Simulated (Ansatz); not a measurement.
An ideal cubic perovskite cell is held by its symmetry; such compounds can tilt or shift off centre at room temperature. The starting structures come from a database of crystals and need not be the phases stable at ambient conditions.

 Where the default PAW files enter, the runs use the earlier of Ansatz's two default sets.

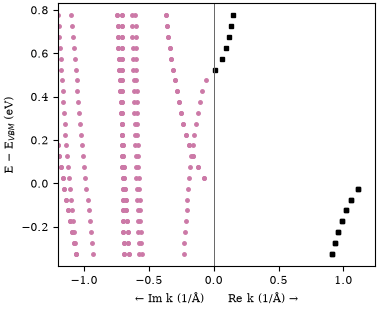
Complex bands at the centre of the two-dimensional zone; Ansatz (an electronic-structure program) with PBEsol

The gap is the functional's own, uncorrected, and κ follows it; spin-orbit coupling is left out. Mid-gap values are interpolated between the computed energies.

Task: This is CsHgF$_{3}$ (Pm-3m, cubic perovskite, not sure to be the ambient phase, 5 atoms a cell, 19.4 Å³ an atom) along the normal of (111). Read off the slowest decay at the centre of the two-dimensional zone at 0.28 eV, the computed energy nearest the middle of the gap.

Result: κ ≈ 0.14 1/Å, a decay length 1/(2κ) of the density of 3.6 Å.
